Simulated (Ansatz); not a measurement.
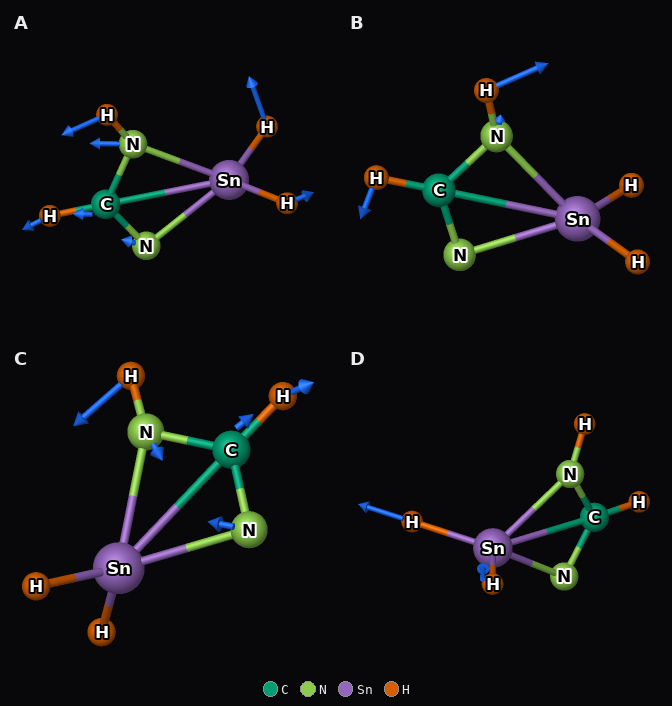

4 normal modes of one molecule or complex, as arrows. Harmonic vibrations computed with RKS PBE0-D4/def2-TZVP, core potentials on Sn (Ansatz 0.2.0) at a stationary point of the same level.

Match the panels to the wavenumbers 444 cm⁻¹, 863 cm⁻¹, 1090 cm⁻¹, 1943 cm⁻¹.

Answer. A: 444 cm⁻¹
B: 1090 cm⁻¹
C: 863 cm⁻¹
D: 1943 cm⁻¹, out-of-phase stretching of 2 Sn–H bonds
